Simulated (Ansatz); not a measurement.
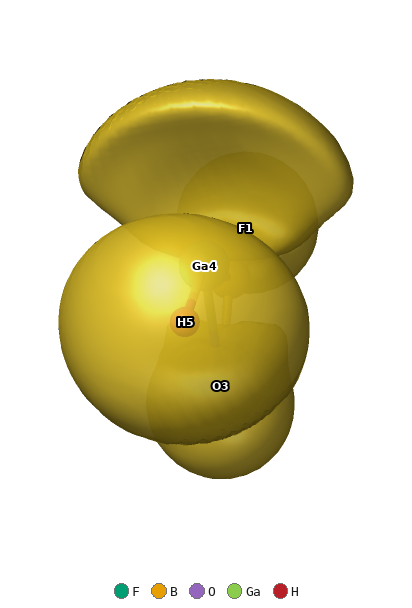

Figure 1: BFGaHO. Isosurface of the ELF at 0.75 (yellow), seen at an oblique angle. Only the valence region is drawn (cores and ρ < 0.01 e/Å³ removed).

Geometry: PBE0-D4/def2-TZVP.

Computed with RKS PBE0-D4/def2-TZVPP in Ansatz 0.2.0.

The calculation's input:

```
crystal:
  periodic: [false, false, false]
  atoms:
    - {symbol: F, position_ang: [1.121075, -1.316404, 1.470275]}
    - {symbol: B, position_ang: [0.468402, -0.664602, 0.538210]}
    - {symbol: O, position_ang: [-0.042913, -0.930213, -0.627323]}
    - {symbol: Ga, position_ang: [-0.361332, 1.015520, -0.168286]}
    - {symbol: H, position_ang: [-1.135334, 1.822098, -1.254275]}
basis:
  gaussian: {orbitals: def2-TZVPP}
hamiltonian: {xc: pbe0, dispersion: d4}
output: {orbitals: {seedname: orbitals}}
```

Command:

```sh
ansatz run in.yaml --threads 2 --pin off --events-out ev --progress --plain --max-ram 4352MiB
```

> Describe the localisation domains.

The ELF exceeds this value in one region around a hydrogen nucleus, one region on F in which the atom's valence shell and bonds are merged, one region on O in which the atom's valence shell and bonds are merged and one lobe on Ga, pointing away from the bonds (lone pairs). Profiles from the grid: B–O (1.30 Å): the ELF peaks at about 0.85 between the atoms: a polar covalent bond. B–F (1.31 Å): the ELF peaks at about 0.85 between the atoms, as expected for a polar covalent bond.
